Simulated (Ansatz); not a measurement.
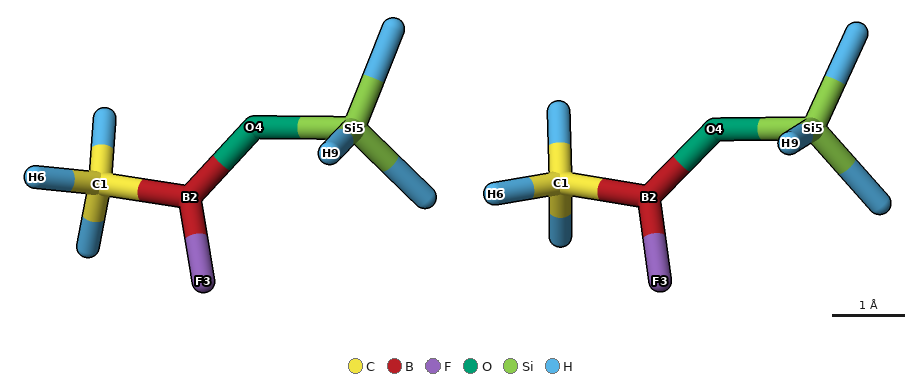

Two geometries of CH$_{6}$BFOSi, drawn at one scale. One is the start of a relaxation, the other its converged end. A stick model, seen at a tilt.

All numbers below come from RKS PBE0-D4/def2-TZVP (Ansatz). Set-up: force threshold 0.005 eV/Å; at most 150 steps.

Q: Which of the two is the end point?

A: The right one is the relaxed one. The start comes from PBE-D4/def2-SVP. An H atom moves most after the best rigid fit: 0.26 Å. Largest moves by element: H 0.26 Å, F 0.05 Å, O 0.04 Å, B 0.03 Å, C 0.03 Å, Si 0.03 Å. Among the contacts that change: O–Si 1.701 → 1.659 Å, H–Si 1.502 → 1.484 Å, C–H 1.110 → 1.094 Å, B–F 1.355 → 1.342 Å. Among the angles between lasting bonds that change: B–O–Si 129.4° → 131.9°. After 22 accepted moves (23 points after the start) the energy has fallen by 5.42 kJ/mol. Largest force component: 0.8 eV/Å at the start, 0.0011 eV/Å at the end. The line search rejected the trial step at point 18 of the run. The forces were under the threshold at step 15, but the run went on from there.
